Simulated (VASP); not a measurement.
Band structure of ZnS (zinc blende). Level of theory: PBE GGA, VASP's PBE PAW potentials (set 64) (plane waves; VASP 6.6.1).

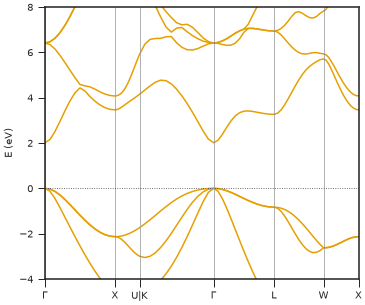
Figure: Bands along high-symmetry lines, zero at the valence-band maximum or, without a gap, the Fermi level

### Question
Read the plot: is there a gap, and where are the band edges?

### Answer
The gap is direct, 2.01 eV, from the valence maximum at Γ to the conduction minimum at Γ. (Edges off the drawn lines would not show.)

Measured: gap 3.94 eV (computed value off by -1.93 eV), as given by Wei Chen et al., Physical Review Materials (2018), doi:10.1103/physrevmaterials.2.073803 [zero-point renormalisation of 0.1 eV added back (the table's ZPR column)].

The compound is ZnS in the zinc blende structure. It was relaxed first.
